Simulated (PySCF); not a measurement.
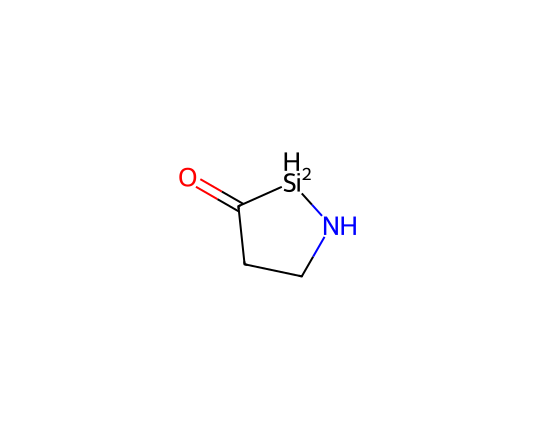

2D structure.

**Write the SMILES.**

O=C1CCN[SiH2]1

**Give the formula, hydrogens included.**

C3H7NOSi.

The parts below concern this one geometry. Atoms keep their numbers from picture to picture. The geometry was computed by an optimisation with PBE0-D3(BJ)/def2-SVP. No frequency run is at hand to confirm it as a minimum.

### Shape

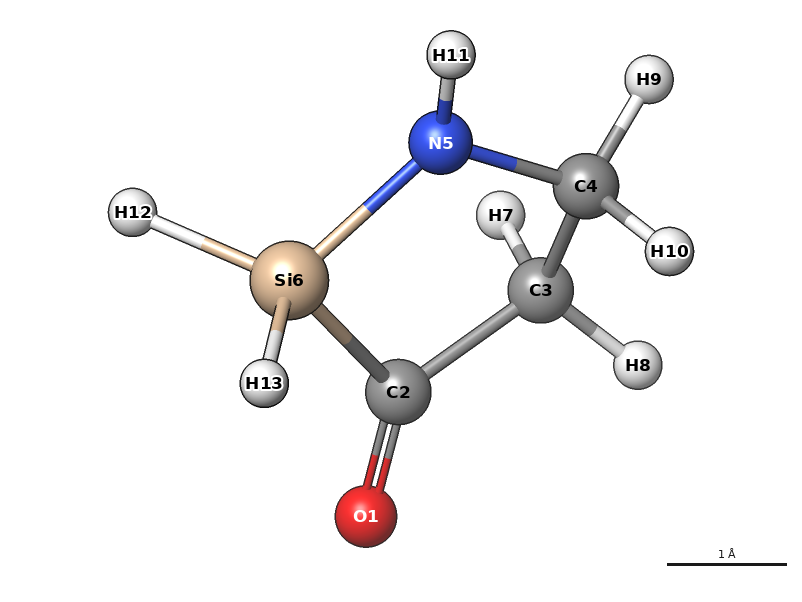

No frequency run is at hand to confirm it as a minimum.

Give these bond angles: O1–C2–Si6, C2–C3–H7, C2–Si6–H12, C2–Si6–H13, C3–C2–Si6, C3–C4–H9, C3–C4–H10, C4–C3–H8, N5–C4–H9, N5–C4–H10, N5–Si6–H12, N5–Si6–H13.

```json
{"angle": "O1–C2–Si6", "degrees": "129.3"}
{"angle": "C2–C3–H7", "degrees": "105.4"}
{"angle": "C2–Si6–H12", "degrees": "114.7"}
{"angle": "C2–Si6–H13", "degrees": "111.9"}
{"angle": "C3–C2–Si6", "degrees": "106.2"}
{"angle": "C3–C4–H9", "degrees": "110.5"}
{"angle": "C3–C4–H10", "degrees": "109.4"}
{"angle": "C4–C3–H8", "degrees": "114.0"}
{"angle": "N5–C4–H9", "degrees": "110.4"}
{"angle": "N5–C4–H10", "degrees": "112.5"}
{"angle": "N5–Si6–H12", "degrees": "114.1"}
{"angle": "N5–Si6–H13", "degrees": "117.1"}
```

### Quadrupole coupling

No frequency run is at hand to confirm it as a minimum. Electric field gradients from the ground-state density, PBE0/6-31G* (PySCF 2.14.0), non-relativistic apart from any core potentials.

Give the largest field-gradient component, the quadrupole coupling constant and the asymmetry for 17O at O1 (Q = −25.6 mb), 14N at N5 (Q = 20.44 mb), 2H at H7 (Q = 2.86 mb), 2H at H8 (Q = 2.86 mb), 2H at H9 (Q = 2.86 mb), 2H at H10 (Q = 2.86 mb).

```csv
atom,V_zz (a.u.),e²qQ/h (MHz),η
O1,−1.906,11.47,0.46
N5,−0.977,−4.69,0.37
H7,0.274,0.184,0.02
H8,0.282,0.190,0.02
H9,0.273,0.184,0.04
H10,0.263,0.177,0.03
```

### Dipole moment

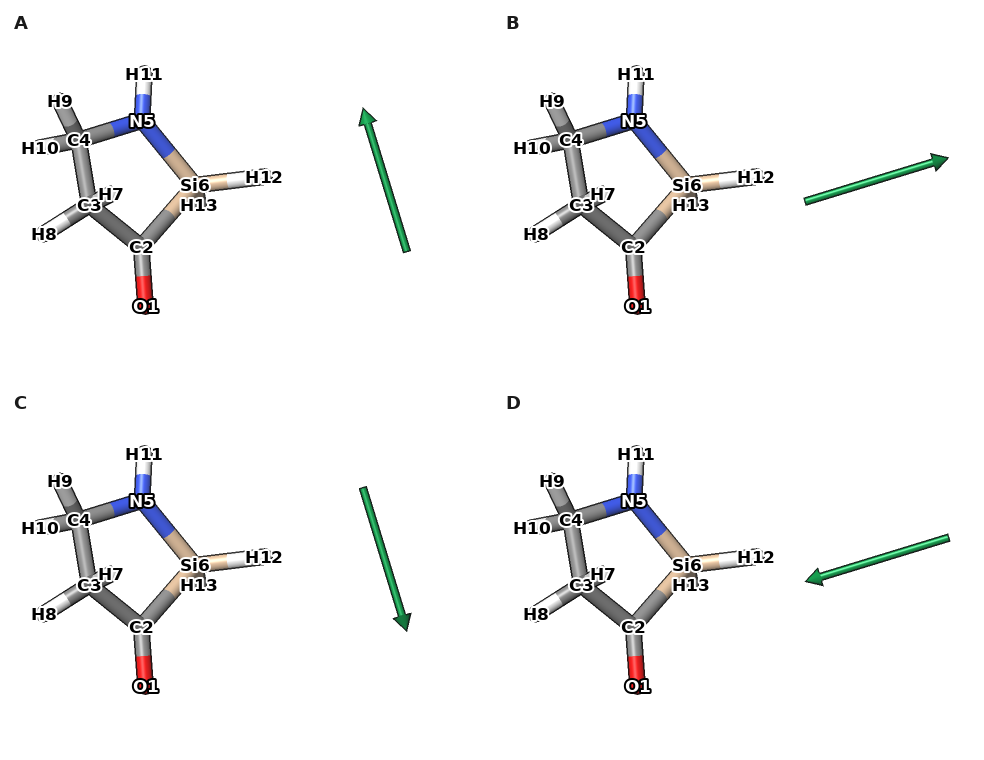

The same molecule four times, each with an arrow. No frequency run is at hand to confirm it as a minimum. Level of theory: PBE0/pcSseg-0, gas phase (PySCF 2.14.0).

**Which arrow points along the dipole moment, from the negative to the positive end?**

A. The dipole moment is 3.43 D; it points from the side of O1 to the side of H9, H11 (the outermost atoms at the two ends).

### NMR shielding

The questions are on isotropic NMR shieldings of the H atoms. No frequency run is at hand to confirm it as a minimum. Method: GIAO PBE0/pcSseg-2 NMR shielding, non-relativistic, gas phase (PySCF 2.14.0).

**Which H atom is the most shielded (lowest chemical shift)?**

H11 (30.03 ppm).

**Which H atom is the least shielded (highest chemical shift)?**

H12 (26.55 ppm).

**How wide is the range of H shifts?**

3.48 ppm.

List the isotropic NMR shieldings of the H atoms.

```
atom  σ (ppm)
  H7    28.99
  H8    28.95
  H9    27.67
 H10    27.86
 H11    30.03
 H12    26.55
 H13    26.71
```
